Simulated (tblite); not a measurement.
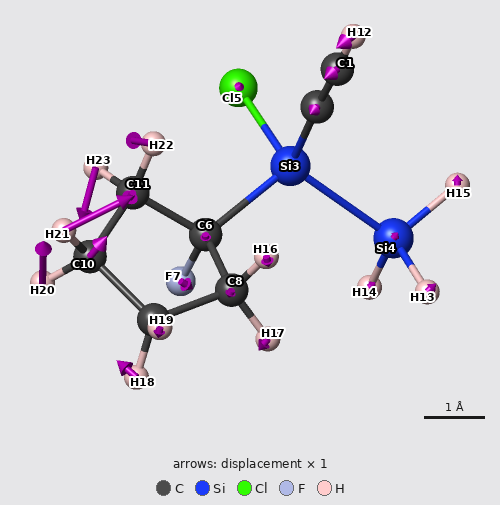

This is a relaxation of C7H12ClFSi2. The starting structure is drawn; purple arrows show the displacements, at their true length. The two geometries are superimposed by the best rigid fit.

The picture is a ball-and-stick view, seen at a tilt.

All numbers below come from tblite, GFN2-xTB geometry optimisation, gas phase. 

What did the optimiser do to the structure, and how much energy did it gain?

The atom that moves furthest after the best rigid fit is an H atom (1.30 Å). By element the largest moves are H 1.30 Å, C 0.53 Å, F 0.30 Å, Cl 0.13 Å, Si 0.13 Å. Among the contacts that change: H–Si 1.486 → 1.466 Å, C–C 1.523 → 1.539 Å, Si–Si 2.307 → 2.321 Å, C–Si 1.949 → 1.940 Å. Bond angles that change, for instance: C–C–C 106.2° → 102.4°, C–C–H 108.4° → 112.2°, C–C–H 111.6° → 108.1°. Over 170 geometry steps the energy falls by 1.56 kcal/mol. Cost: 4 s on 2 threads of Intel(R) Xeon(R) Platinum 8488C (shared host).
